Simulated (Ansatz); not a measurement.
## Electronic structure of GeH4···CH4 in real space

Input file:

```
crystal:
  periodic: [false, false, false]
  atoms:
    - { symbol: Ge, position_ang: [0.0, 0.0, 0.0] }
    - { symbol: C, position_ang: [0.0, 0.0, 2.31] }
    - { symbol: H, position_ang: [-0.9996, -0.3092, 2.6805] }
    - { symbol: H, position_ang: [0.7676, -0.7111, 2.6805] }
    - { symbol: H, position_ang: [0.232, 1.0203, 2.6805] }
    - { symbol: H, position_ang: [1.4616, 0.0, -0.5162] }
    - { symbol: H, position_ang: [-0.73, 1.2648, -0.5162] }
    - { symbol: H, position_ang: [-0.73, -1.2648, -0.5162] }
    - { symbol: H, position_ang: [0.6884, -1.615, 0.5833] }
    - { symbol: H, position_ang: [0.5495, -1.2893, 1.5621] }
basis:
  gaussian: { orbitals: def2-SVP }
hamiltonian:
  xc: b3lyp
  dispersion: d4
relax:
  f_tol: 0.15
  max_steps: 25
  restrain:
    - { distance: [0, 8], at: 1.55, k: 30.0 }
    - { distance: [9, 1], at: 1.11, k: 30.0 }
    - { distance: [0, 1], at: 3.16, k: 30.0 }
    - { distance: [9, 8], at: 1.86, k: 30.0 }
output:
  orbitals: {}
```

Run with:

```sh
ansatz run input.yaml --threads 2 --pin off --max-ram 3072MiB --backend cpu --events-out ev --progress --plain --runs-dir out
```

The fields are those of the run's last geometry, not of the input's.

Not at a stationary point (largest force 0.5 eV/Å).

Theory: RKS B3LYP-D4/def2-SVP (Ansatz).

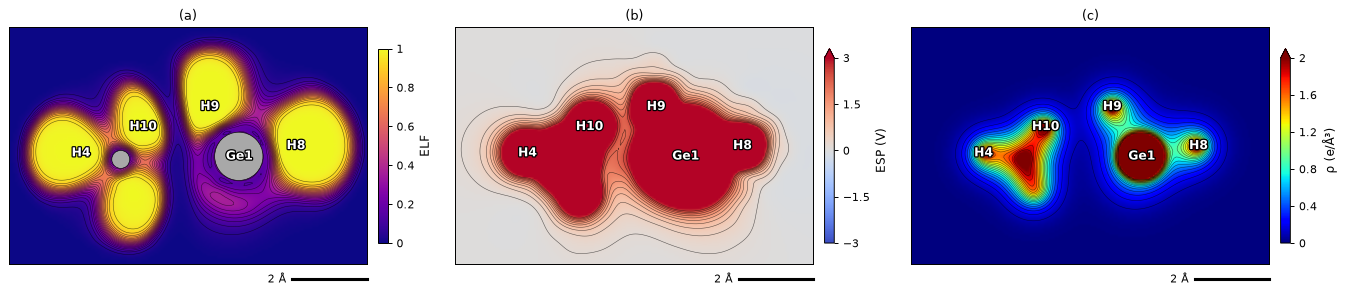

Figure 1. (a) ELF; (b) electrostatic potential; (c) total electron density on the plane of atoms H8, Ge1 and H9. Grey discs cover the atomic cores in the ELF map.

Q: Read the bonding off the picture.

A: The plane passes through Ge and H nuclei. Ge1···H10 (2.70 Å): the density falls to about 0.11 e/Å³ on the way; the ELF dips to about 0.05 between them. Ge–H (1.54 Å): ρ at the midpoint is about 1 e/Å³; the ELF climbs to about 1 towards the hydrogen. The potential has no marked negative region in this plane.

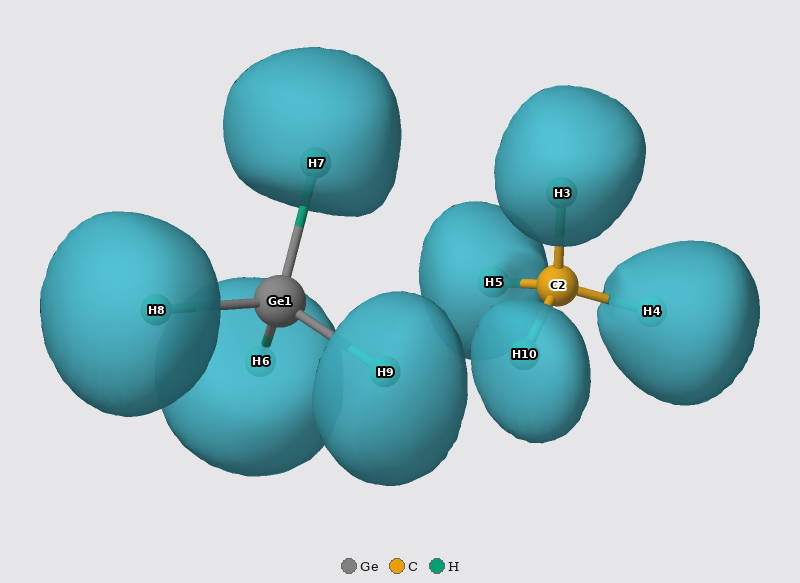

Figure 2. Isosurface of the ELF at 0.9 (cyan), seen at a tilt. Only the valence region is drawn (cores and ρ < 0.01 e/Å³ removed).

Q: Identify the bonds, lone pairs and shells in this picture.

A: The ELF exceeds this value in eight regions around hydrogen nuclei. Along the contacts the grid gives the following. C–H (1.10 Å): the ELF climbs to about 1 towards the hydrogen: a covalent bond by its length.

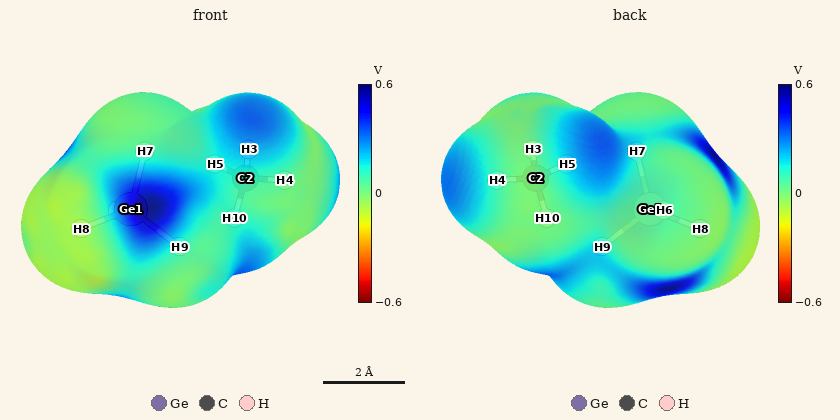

Figure 3. The molecular electrostatic potential painted on the density surface at 0.001 e/bohr³, seen from the front and from behind; the colour scale runs from red (negative) to blue (positive).

Q: Which sites attract a positive test charge, and which a negative one?

A: A positive charge is drawn to the negative regions and a negative charge to the positive ones. The most negative region (about −0.1 V) lies over H8, the most positive (about +0.6 V, or +14 kcal/mol for a unit charge) over Ge1.
